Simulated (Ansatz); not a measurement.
# AlFGeH₂O: small, medium and large basis sets

Aim: see how fast density functionals converge with the basis set for AlFGeH₂O.

Program: Ansatz 0.2.0, Gaussian basis. Level of theory: one geometry, several basis sets. These are calculated values, not measurements.

Plan: PBE0-D4/def2-SVP; ωB97M-V/def2-SVP; PBE0-D4/def2-QZVPP; ωB97M-V/def2-QZVPP; the functionals' def2-TZVPP values are taken from earlier runs.

**1. The geometry**

An earlier PBE0-D4 in a triple-zeta def2 set relaxation fixed the geometry.

SMILES `[F][GeH]1[O][AlH]1`, 6 atoms, charge 0, spin multiplicity 1.

Atoms are counted from 1 here; the program's logs count them from 0.

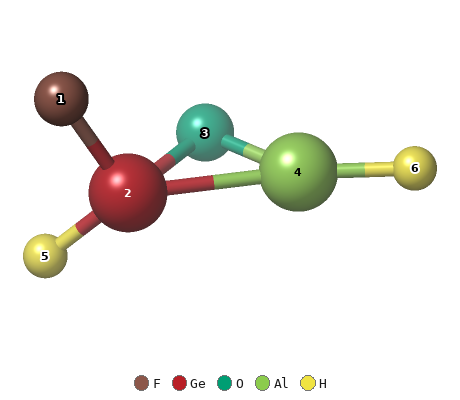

The structure; fluorine brown, germanium red, oxygen teal, aluminium green, hydrogen yellow; atoms are numbered from 1 in the order of the file.

**2. PBE0-D4 in def2-SVP**

The input, in.yaml:

```yaml
crystal:
  periodic: [false, false, false]
  atoms:
    - {symbol: F, position_ang: [1.350443, -1.720150, 0.670584]}
    - {symbol: Ge, position_ang: [0.896342, -0.291166, -0.226522]}
    - {symbol: O, position_ang: [-0.925228, -0.420743, -0.574827]}
    - {symbol: Al, position_ang: [-0.972678, 0.916374, 0.477112]}
    - {symbol: H, position_ang: [1.713040, -0.435098, -1.526884]}
    - {symbol: H, position_ang: [-2.019819, 1.886783, 1.134437]}
basis:
  gaussian: {orbitals: def2-SVP}
hamiltonian: {xc: pbe0, dispersion: d4}
output: {orbitals: {seedname: orbitals}}
```

Command:

```bash
> ansatz run in.yaml --threads 2 --pin off --events-out ev --progress --plain --max-ram 4352MiB
```

The runs that follow: ωB97M-V in def2-SVP; PBE0-D4 in def2-QZVPP; ωB97M-V in def2-QZVPP.

Before running them: what should the planned runs give, taken together? Wanted: PBE0-D4: double and triple zeta above quadruple; ωB97M-V: double and triple zeta above quadruple.

**Answer**, as computed:

| quantity | value |
| --- | --- |
| PBE0-D4: double and triple zeta above quadruple | 17.35, 1.72 eV |
| ωB97M-V: double and triple zeta above quadruple | 17.36, 1.65 eV |

For PBE0-D4 the step from double to triple zeta gains 15.64 eV and the next only 1.72 eV. Total energies overstate the basis error of differences, where much of it tends to cancel.
